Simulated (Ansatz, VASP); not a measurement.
## CdF2: VASP beside Ansatz

Wanted: the spread between two codes on one cell, functional and k mesh.

Method: plane waves, with VASP 6.6.1 beside it; single point at PBE, in Ansatz 0.2.0.

### Step 1. Starting point

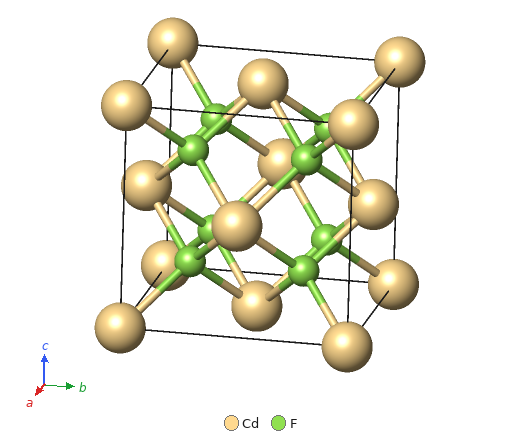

The starting structure, seen slightly off an axis (cadmium orange, fluorine green). This picture shows the conventional cell, with its axes. Some periodic images of atoms are drawn too.

### Step 2. VASP: single point, PBE

With cell and atoms fixed, the geometry can't cause a difference; cores, projectors, grids and the points listed under the comparison can.

Lines of VASP's logs that name or quote its potential files are left out, and so is its time.

INCAR

```
SYSTEM = CdF2
PREC = Accurate
ENCUT = 520
EDIFF = 1E-06
NELM = 100
ISMEAR = -1
SIGMA = 0.05
LREAL = .FALSE.
ALGO = Normal
GGA = PE
LORBIT = 11
LWAVE = .FALSE.
LCHARG = .FALSE.
ISIF = 2
```

POSCAR

```
CdF2
1.0
    0.0000000000      2.6940000000      2.6940000000
    2.6940000000      0.0000000000      2.6940000000
    2.6940000000      2.6940000000      0.0000000000
Cd F
1 2
Direct
    0.0000000000      0.0000000000      0.0000000000
    0.7500000000      0.7500000000      0.7500000000
    0.2500000000      0.2500000000      0.2500000000
```

KPOINTS

```
Automatic mesh
0
Gamma
9 9 9
0 0 0
```

The projector-augmented-wave data sets are Cd and F (PBE family, release 64).

Run with:

```bash
> mpirun -np 1 vasp_std
```

Numbers of over 12 decimals in the logs are rounded to 6 here.

The log of the run:

```text
[banner, memory and clock lines left out]
running    1 mpi-ranks, on    1 nodes
 distrk:  each k-point on    1 cores,    1 groups
 distr:  one band on    1 cores,    1 groups

 POSCAR found type information on POSCAR CdF
 POSCAR found :  2 types and       3 ions
 LDA part: xc-table for (Slater+PW92), standard interpolation
 POSCAR, INCAR and KPOINTS ok, starting setup
 FFT: planning ... GRIDC
 FFT: planning ... GRID_SOFT
 FFT: planning ... GRID
 WAVECAR not read
 entering main loop
       N       E                     dE             d eps       ncg     rms          rms(c)
DAV:   1     0.196095283007E+03    0.19610E+03   -0.16111E+04  1238   0.156E+03
DAV:   2    -0.437336487512E+01   -0.20047E+03   -0.19497E+03  1355   0.383E+02
DAV:   3    -0.125257884415E+02   -0.81524E+01   -0.81345E+01  1263   0.863E+01
DAV:   4    -0.125660516304E+02   -0.40263E-01   -0.40258E-01  1372   0.604E+00
DAV:   5    -0.125661992572E+02   -0.14763E-03   -0.14763E-03  1249   0.319E-01    0.103E+01
DAV:   6    -0.108322720044E+02    0.17339E+01   -0.51983E+00  1542   0.438E+01    0.737E+00
DAV:   7    -0.108737961364E+02   -0.41524E-01   -0.85739E-01  1196   0.983E+00    0.427E+00
DAV:   8    -0.108671890522E+02    0.66071E-02   -0.15135E-01  1268   0.404E+00    0.706E-01
DAV:   9    -0.108585776420E+02    0.86114E-02   -0.39876E-02  1512   0.259E+00    0.881E-02
DAV:  10    -0.108591405469E+02   -0.56290E-03   -0.29332E-03  1198   0.683E-01    0.114E-01
DAV:  11    -0.108592231309E+02   -0.82584E-04   -0.13036E-04  1322   0.144E-01    0.371E-02
DAV:  12    -0.108592509392E+02   -0.27808E-04   -0.52686E-05  1198   0.686E-02    0.168E-02
DAV:  13    -0.108592528361E+02   -0.18968E-05   -0.70884E-06  1324   0.237E-02    0.371E-03
DAV:  14    -0.108592525971E+02    0.23899E-06   -0.74985E-07   899   0.125E-02
   1 F= -.10859253E+02 E0= -.10859253E+02  d E =-.111727E-10
```

OUTCAR, selected parts (step 2):

```text
ion  position               nearest neighbor table
   1  0.000  0.000  0.000-   2 2.33   2 2.33   2 2.33   2 2.33   3 2.33   3 2.33   3 2.33   3 2.33

  LATTYP: Found a face centered cubic cell.
 ALAT       =     5.3880000000

 Subroutine GETGRP returns: Found 48 space group operations
 (whereof 48 operations were pure point group operations)

The static configuration has the point symmetry O_h .

 Found     35 irreducible k-points:

   k-points           NKPTS =     35   k-points in BZ     NKDIM =     35   number of bands    NBANDS=     17

   dimension x,y,z NGX =    28 NGY =   28 NGZ =   28
   dimension x,y,z NGXF=    56 NGYF=   56 NGZF=   56

   ENCUT  =  520.0 eV  38.22 Ry    6.18 a.u.   7.08  7.08  7.08*2*pi/ulx,y,z

   NELECT =      26.0000    total number of electrons

 k-points in reciprocal lattice and weights: Automatic mesh
   0.00000000  0.00000000  0.00000000       0.001
   0.11111111  0.00000000  0.00000000       0.011
   0.22222222  0.00000000  0.00000000       0.011
   0.33333333  0.00000000  0.00000000       0.011
   0.44444444  0.00000000  0.00000000       0.011
   0.11111111  0.11111111  0.00000000       0.008
   0.22222222  0.11111111  0.00000000       0.033
   0.33333333  0.11111111  0.00000000       0.033
   0.44444444  0.11111111  0.00000000       0.033
[...]
-0.33333333  0.44444444  0.11111111       0.033
  -0.33333333  0.44444444  0.22222222       0.033

 average (electrostatic) potential at core
       1 -39.0148       2 -77.8944       3 -77.8944

 E-fermi :  -0.1486

 k-point     1 :       0.0000    0.0000    0.0000
  band No.  band energies     occupation
    ...
      9      -2.2823      2.00000
     10      -2.2823      2.00000
     11      -1.8105      2.00000
     12      -1.8105      2.00000
     13      -1.8105      2.00000
     14       1.7565      0.00000
     15      11.3923      0.00000
     16      11.3923      0.00000
     17      11.3923      0.00000

 k-point     2 :       0.1111    0.0000    0.0000
  band No.  band energies     occupation
    ...
      9      -2.3663      2.00000
     10      -2.3663      2.00000
     11      -1.8839      2.00000
     12      -1.8010      2.00000
     13      -1.8010      2.00000
     14       2.2240      0.00000
     15      10.8037      0.00000
     16      11.5750      0.00000
     17      11.5750      0.00000

 k-point     3 :       0.2222    0.0000    0.0000
  band No.  band energies     occupation
    ...
      9      -2.5983      2.00000
     10      -2.5983      2.00000
     11      -2.2904      2.00000
     12      -1.7716      2.00000
     13      -1.7716      2.00000
     14       3.3216      0.00000
     15       9.7602      0.00000
     16      12.0633      0.00000
     17      12.0633      0.00000

  Total        1.5149540      1.5149540      1.5149540     -0.0000000      0.0000000      0.0000000
  in kB       62.0707868     62.0707868     62.0707868     -0.0000000      0.0000000      0.0000000
  external PRESSURE =      62.0707868 kB  Pullay stress =       0.0000000 kB

  energy-cutoff  :      520.00
  volume of cell :       39.10
      direct lattice vectors                 reciprocal lattice vectors
     0.000000000  2.694000000  2.694000000    -0.185597624  0.185597624  0.185597624
     2.694000000  0.000000000  2.694000000     0.185597624 -0.185597624  0.185597624
     2.694000000  2.694000000  0.000000000     0.185597624  0.185597624 -0.185597624

 POSITION                                       TOTAL-FORCE (eV/Angst)
 -----------------------------------------------------------------------------------
      0.00000      0.00000      0.00000        -0.000000     -0.000000      0.000000
      4.04100      4.04100      4.04100         0.000000      0.000000      0.000000
      1.34700      1.34700      1.34700        -0.000000     -0.000000     -0.000000
 -----------------------------------------------------------------------------------
    total drift:                                0.000000      0.000000      0.000000

  FREE ENERGIE OF THE ION-ELECTRON SYSTEM (eV)
  ---------------------------------------------------
  free  energy   TOTEN  =       -10.8592525971 eV

  energy  without entropy=      -10.8592525971  energy(sigma->0) =      -10.85925260

 total charge
# of ion       s       p       d       tot
------------------------------------------
    1        0.231   0.196   9.691  10.119
    2        1.740   4.344   0.000   6.083
    3        1.740   4.344   0.000   6.083
--------------------------------------------------
tot          3.711   8.883   9.691  22.286

[... 3 further parts left out ...]
```

The run ends at a pressure of 6.21 GPa.

### Step 3. Ansatz: single point, PBE

Ansatz runs on its default PAW (the set named soft_2) files.

The same cell, functional, mesh and smearing now go to Ansatz, which takes its cutoff from its data sets.

input.yaml

```yaml
crystal:
  lattice:
    - [0.0, 2.694, 2.694]
    - [2.694, 0.0, 2.694]
    - [2.694, 2.694, 0.0]
  atoms:
    - { symbol: Cd, position: [0.0, 0.0, 0.0] }
    - { symbol: F, position: [0.75, 0.75, 0.75] }
    - { symbol: F, position: [0.25, 0.25, 0.25] }
hamiltonian:
  xc: pbe
  pseudopotentials: { kind: paw }
kpoints:
  mp_grid: { grid: [9, 9, 9] }
scf:
  occupations: { method: fermi_dirac, width: 0.05 }
  n_extra_bands: 4
output:
  forces: true
  stress: true
  eigenvalues: true
```

Run with:

```bash
> ansatz run input.yaml --threads 2 --pin off --max-ram 4608MiB --backend cpu --events-out ev --progress --plain --runs-dir out
```

The log of the run:

```text
scf.n_extra_bands = 4 over 17 filled bands (N_el = 34.0): the run solves 21 bands
Engine: ansatz 0.2.0, aarch64-unknown-linux-gnu
Pseudopotentials: kind: paw
Pseudopotential: Cd, paw, valence charge 20, recommended cutoff 420 eV (normal), Cd.paw.azcp
Pseudopotential: F, paw, valence charge 7, recommended cutoff 420 eV (normal), F.paw.azcp
Functional definition: PBE
  parameter kappa = 0.804
  parameter beta = 0.066725
  exchange = pbe_x(kappa = kappa, mu = beta*pi^2/3)
  correlation = pbe_c(beta = beta)
Crystal: 3 atoms, lattice volume = 39.104 Å³
Basis set: ecut = 420 eV, 749 PW (Γ), exchange–correlation on 54×54×54 points (8 copies of the dense FFT grid, shifted against one another)
Bands: 21, of which v1, the nominal top of the filled ones, is band 17 counted from 1 (16 counted from 0)
Symmetry: 48 space group operations
Space group: Fm-3m (ITA 225), of the structure as read, at distance tolerance 3.4e-5 Å
k-points: 35 of 729
Non-local potential: Cd, projectors of the file, l = 0: 3, l = 1: 2, l = 2: 2, l = 3: 1
Non-local potential: F, projectors of the file, l = 0: 2, l = 1: 2, l = 2: 1
PAW form: soft (Blöchl's): semilocal exchange-correlation on the pseudo side does not see the compensation charge
PAW one-centre angular grid: Cd, 590 points (default); XC on 64 Gauss nodes
PAW one-centre angular grid: F, 110 points (default); XC on 64 Gauss nodes
Initial density: superposition of atomic densities (neutral atoms: chi_scale 0, normalization atom), corrected by the library's trained network
Initial wavefunctions: pseudopotential atomic-orbital guess
Functional: x = pbe(κ = 0.804, μ = 0.219515), c = pbe(β = 0.066725)
SCF iter   1: F=—  HF=-9872.134532 eV  |F-HF|=—  |Δ(HF+E_count)|=         —  Δρ=5.60e-4  dr2=1.93e-5  ethr=1.77e-3  ⟨swp⟩=5.7  Hψ=2955  notcnv=0
preconditioner: auto → none  [insulator: Δε(μ)=3.129 eV  Ē_g=16.575 eV  σ=0.050 eV  W_gap=1.00  n_scr=14 (ndim 8)  ℏωp=30.3 eV  f_vac=0.125  D(μ)=0.00/eV (n_scr^D=0)  ε∞_Penn≈4.3]
SCF iter   2: F=—  HF=-9872.135540 eV  |F-HF|=—  |Δ(HF+E_count)|=   1.01e-3  Δρ=3.04e-4  dr2=1.52e-5  ethr=5.67e-8  ⟨swp⟩=3.1  Hψ=1938  notcnv=0
SCF iter   3: F=—  HF=-9872.135594 eV  |F-HF|=—  |Δ(HF+E_count)|=   5.37e-5  Δρ=1.72e-4  dr2=1.49e-6  ethr=4.48e-8  ⟨swp⟩=2.1  Hψ=1149  notcnv=0
SCF iter   4: F=—  HF=-9872.135632 eV  |F-HF|=—  |Δ(HF+E_count)|=   3.86e-5  Δρ=6.08e-5  dr2=3.93e-7  ethr=4.38e-9  ⟨swp⟩=2.0  Hψ=1190  notcnv=0
iter 5 did not close the SCF: its close was put off for the readings that it lacked (scf_convergence_deferred on its scf_iter line)
SCF iter   5: F=-9872.135636 eV  HF=-9872.135636 eV  |F-HF|=1.82e-8  |Δ(HF+E_count)|=   3.30e-6  Δρ=1.60e-5  dr2=6.29e-8  ethr=1.16e-9  ⟨swp⟩=2.0  Hψ=1190  notcnv=0
SCF iter   6: F=-9872.135636 eV  HF=-9872.135636 eV  |F-HF|=9.57e-10  |Δ(HF+E_count)|=   5.44e-8  Δρ=4.80e-6  dr2=5.00e-9  ethr=1.85e-10  ⟨swp⟩=2.0  Hψ=2506  notcnv=0
SCF 1 converged in 6 iterations: F = -9872.135636 eV  dr2 = 5.00e-9
  greatest PAW one-centre occupation: 1.000 electrons in one spin orbital (limit 2), on the Cd atom at site 0 (counted from 0), in its partial waves of l = 1
SCF converged after 6 iterations
Free energy (F): -9872.135636 eV
Harris-Foulkes:  -9872.135636 eV  (|F-HF|=9.57e-10)
Internal energy: -9872.135636 eV  (E = F + TS)
E sigma→0 (E₀):  -9872.135636 eV
Fermi energy:    8.085826 eV
--- Per-component energies (eV) ---
  E_band       = -480.600000
  E_kinetic    = 918.930471
  E_local      = -4235.411355  (includes V_loc(G=0)·N_el)
  E_nonlocal   = 184.215555
  E_hartree    = 1877.299070
  E_xc         = -335.365636
  E_vxc        = -424.897199  (∫ρ·V_xc dr)
  E_paw        = -4487.951244  (= ΣΔE_a)
  E_vpaw       = -678.038388  (= ΣTr[D̂ρ^β])
  E_aug_tail   = 0.004137  (compensation charges beyond the density's cutoff)
  E_ewald      = -3793.856633
  E_smearing   = -0.000000  (= −TS)
  E_closure    = 0.000000  (closes the sum)
  Σ components = -9872.135636   (vs F -9872.135636, Δ=0.00e0)
--- Forces (eV/Å), atoms counted from 1 ---
  atom   1  Cd    -0.00000000     0.00000000    -0.00000000
  atom   2  F     -0.00000000     0.00000000     0.00000000
  atom   3  F      0.00000000    -0.00000000    -0.00000000
  max |Σ_I F_I| component: 6.94e-18 eV/Å
--- Stress (GPa, compression-positive) ---
        5.456298       0.000000       0.000000
       -0.000000       5.456298       0.000000
        0.000000       0.000000       5.456298
  P = ⅓ Tr σ = 5.4563 GPa (54.563 kbar)
--- Band table (eV; the first three rows and the last of 35) ---
  k-point 0: bands = [... 13 lower, 5.4664, 5.9461, 5.9461, 5.9461, 9.5444, 19.1451, 19.1451, 19.1451]
  k-point 1: bands = [... 13 lower, 5.3840, 5.8706, 5.9542, 5.9542, 10.0089, 18.5586, 19.3284, 19.3284]
  k-point 2: bands = [... 13 lower, 5.1538, 5.4641, 5.9829, 5.9829, 11.1026, 17.5158, 19.8190, 19.8190]
  k-point 34: bands = [... 13 lower, 4.6717, 5.1429, 5.8589, 6.4148, 14.4373, 17.2806, 18.5632, 18.6496]
```

Run time: 1.6 s. Hardware: 2 threads of Arm Neoverse N1, shared host; peak memory 0.3 GiB; 2.8 s of CPU time.

Reading the cycles: dr2 is the Hartree energy of the density residual (eV), the measure of convergence; HF is the Harris–Foulkes estimate of the energy, which meets the free energy F at convergence.

The run ends at a pressure of 5.46 GPa.

### Step 4. Side by side

Known differences besides the PAW data sets themselves: the data sets hold 34 valence electrons in Ansatz (default PAW (the set named soft_2) files) and 26 in VASP; the cutoff is 420 eV in Ansatz and 520 eV in VASP; VASP leaves aspherical gradient terms in its spheres out (LASPH is not set), Ansatz keeps them. Total energies have different zeros and are not compared.

Both answers:

```
              quantity  Ansatz   VASP  difference
        pressure (GPa)    5.46   6.21       -0.75
gap on the k mesh (eV)   3.130  3.097      +0.033
```

Ansatz's pressure holds a Pulay correction of 0.67 GPa; VASP's holds none.

### Step 5. Results

```json
{"difference in gap on the k mesh (single point, PBE)": "0.033 eV", "difference in pressure (single point, PBE)": "-0.75 GPa"}
```

In words: The difference in pressure is -0.75 GPa (single point, PBE), within the 1 GPa picked in this series as the mark of a large difference. How closely two codes agree says nothing of how well the functional describes the real material.

[Lines on the potential files, build, host, timing and source positions are cut from VASP's logs without a mark.]

[Logs are printed without paths, hosts, clocks, repeated set-up lines and the standing remarks that a program may print on its own settings, such as how far it seeks lower states.]

[Hosts, paths, dates, database ids (printed as entryN), source tags and the programs' standing remarks are cut or masked in the printed files.]
